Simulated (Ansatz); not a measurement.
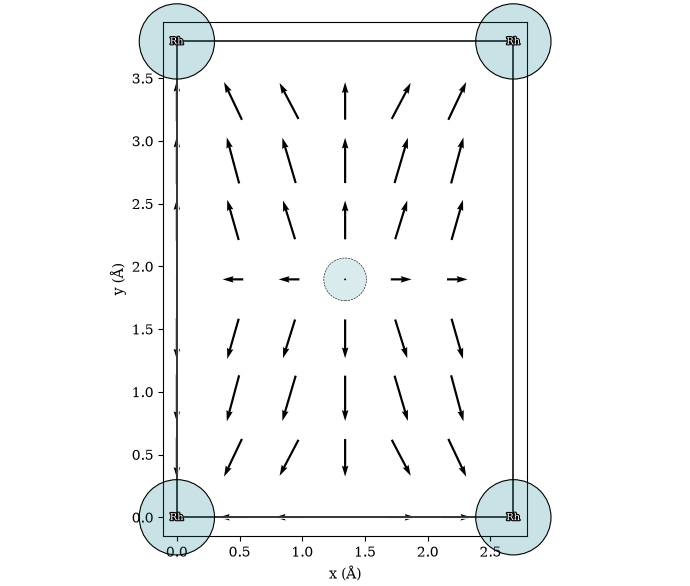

H on a Rh(110) slab cut from the Fm-3m phase, its upper half relaxed before the scan (8 atoms of substrate and one adsorbate in a 2 × 1 cell). H is moved over the surface cell at a fixed height above a rigid substrate; the origin of the map has the adsorbate above Rh7; the height is held at 3.30 Å. Places are given modulo a cell vector. The map is drawn in real space over the plane of the surface. The grid has 6 × 8 points; 20 points were computed and 28 follow by symmetry. Places are given in fractions of the 1 × 1 surface cell. The runs have no spin polarisation, so an open-shell adsorbate far from the surface lies too high. At a fixed height the lowest place need not be the adsorption site. The calculation used Ansatz 0.2.0, DFT PBE+D3(BJ), scalar-relativistic, plane waves, PAW. Settings: cutoff 420 eV, k-mesh 5×7×1, gaussian smearing 0.1 eV, no spin polarisation.

Drawn: arrows along the force (downhill), their lengths compressed, labelled circles for the atoms of the top layer and small ones for the second layer, the outline of one cell of the plane.

The arrows alone are given. Where is the energy lowest?

Answer. The arrows converge at the top site over a surface Rh atom, (0/6, 0/8) of the cell vectors (read from the interpolated surface).

The energy map of the same scan:

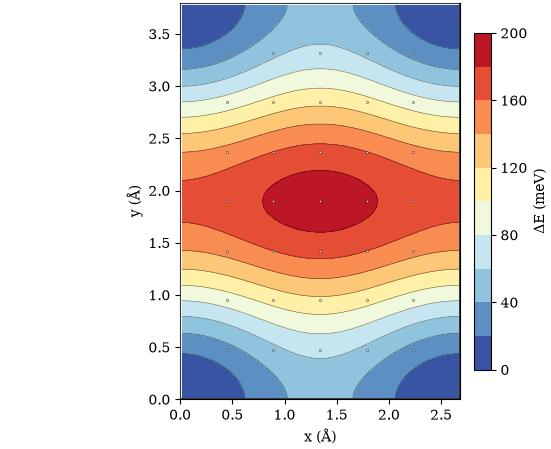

Energies are in meV, from the lowest grid point; between grid points the surface is interpolated.

PAW datasets: the set soft_1.
